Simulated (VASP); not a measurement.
Band structure of BeS (relaxed from the CsCl type structure, space group Pm-3m). These are PBEsol GGA, VASP's PBE PAW potentials (set 64) (plane waves; VASP) values and carry that method's errors.

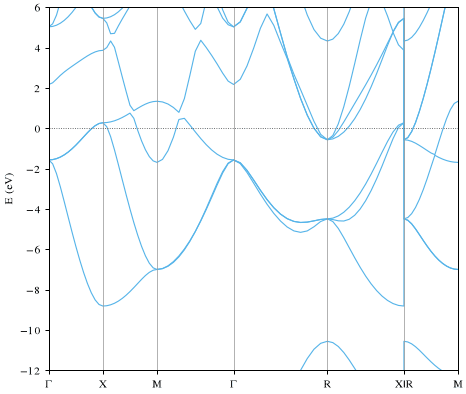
Bands along high-symmetry lines, zero at the valence-band maximum or, without a gap, the Fermi level

Question: Read the plot: is there a gap, and where are the band edges?

Answer: It has no gap at this level: it comes out as a metal or semimetal. (Edges off the drawn lines would not show.)

The structure was generated: BeS was put into the CsCl type type (Pm-3m), which need not be its known phase. It was relaxed first, which changed the volume by +36 %.
